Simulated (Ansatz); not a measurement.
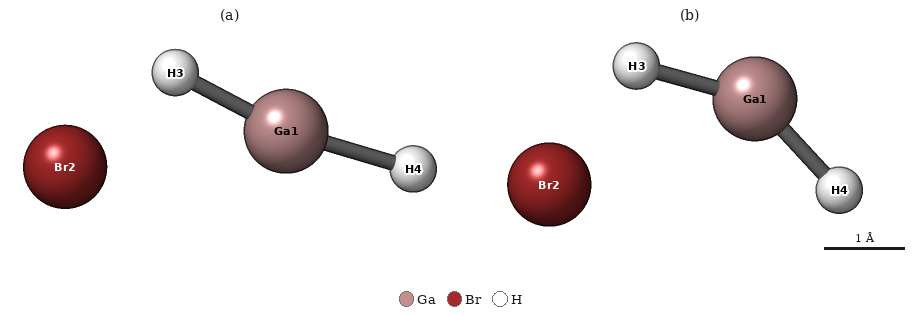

The structure of GaH₂Br before (left) and after (right) a constrained relaxation, at one scale.

Style: ball-and-stick. Shown at a tilt.

The reaction that was planned forms Br2–H3 and breaks Ga1–Br2, Ga1–H3 (atoms numbered from 1 in input order).

Method: RKS PBE0-D4/def2-SVP in Ansatz 0.2.0. Settings: held fixed: the distance between atoms 2 (Br) and 3 (H), the distance between atoms 1 (Ga) and 2 (Br), the distance between atoms 1 (Ga) and 3 (H), counting from 1; force threshold 0.04 eV/Å; at most 150 steps.

**Summarise the run.**

The energy falls by 53.3 kJ/mol in 4 geometry steps. The largest force component goes from 1.4 to 0.0049 eV/Å. The largest move after the best rigid fit is that of H4, 0.55 Å. Largest moves by element: H 0.55 Å, Ga 0.44 Å, Br 0.39 Å. Some distances before and after: Ga1–H4 1.760 → 1.584 Å. Among the angles between lasting bonds that change: H3–Ga1–H4 168.4° → 147.5°.
